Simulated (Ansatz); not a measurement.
**Single-point calculation of CHO$_{2}$**

System: CHO$_{2}$, multiplicity 2, SMILES O=[C]O.
Method: direct RPA on PBE orbitals, frozen core/def2-TZVPP (Ansatz 0.2.0).

The geometry comes from this level: PBE0-D4/def2-TZVP.

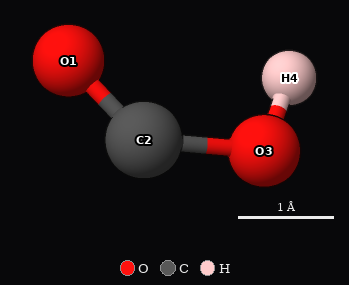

*The structure as given in the input (ball-and-stick view, seen at a tilt; atoms are numbered from 1 in the order of the input).*

Bond lengths as drawn: C–O 1.18 to 1.32 Å and H–O 0.98 Å.

**Summary**

| quantity | value |
| --- | --- |
| outcome | converged |
| total energy | −5145.4258 eV |
| mean-field energy | −5120.4949 eV |
| ⟨S²⟩ | 0.752 |
| SCF solution under orbital rotations | stable |
| hardware | 2 CPU threads, shared host |
| wall time | 1.9 s (CPU time 3.4 s) |
| peak memory | 0.16 GiB |

**Input**
```yaml
crystal:
  periodic: [false, false, false]
  atoms:
    - {symbol: O, position_ang: [0.047668, 0.326438, 1.340467]}
    - {symbol: C, position_ang: [0.481200, -0.303351, 0.443383]}
    - {symbol: O, position_ang: [0.134931, -0.348152, -0.825306]}
    - {symbol: H, position_ang: [-0.608299, 0.264766, -0.978846]}
basis:
  gaussian: {orbitals: def2-TZVPP}
magnetization: {spin_polarized: true, initial_magnetization: 1}
hamiltonian: {xc: pbe}
correlation: {method: rpa}
```

**What the program printed**
```
Functional definition: PBE
  name "PBE"
  cite "Perdew, Burke & Ernzerhof, Phys. Rev. Lett. 77, 3865 (1996) doi:10.1103/PhysRevLett.77.3865"
  parent pbe
  parameter kappa = 0.804
  parameter beta = 0.06672455060314922
  exchange = pbe_x(kappa = kappa, mu = beta*pi^2/3)
  correlation = pbe_c(beta = beta)
692 factors; integrals over basis functions are off by at most 1.1e-3 eV
mean field evaluation 1: about -5137.3040 eV, gradient 4.1e1 eV
mean field evaluation 2: about -5137.3001 eV, gradient 4.1e1 eV
mean field evaluation 4: about -5140.4564 eV, gradient 2.3e1 eV
mean field evaluation 8: about -5142.5429 eV, gradient 8.3e-2 eV
mean field evaluation 16: about -5142.5423 eV, gradient 1.7e-5 eV
mean field -5142.54233684 eV, -188.9849451383 hartree, gradient 3.0e-6 eV, S^2 0.752470; 0 other end points of the search recorded, 0 dependent functions left out
3 core orbitals not correlated: weight in the atoms' cores, before any rotation towards them, 1.000 or more for the frozen orbitals, at most 0.000 for the correlated occupied ones
reference -5120.49494428 eV, -188.1747184061 hartree; 9, 8 occupied and 95, 96 virtual orbitals, 692 factors
Total energy: -5145.42583896 eV, -189.0909118869 hartree
```
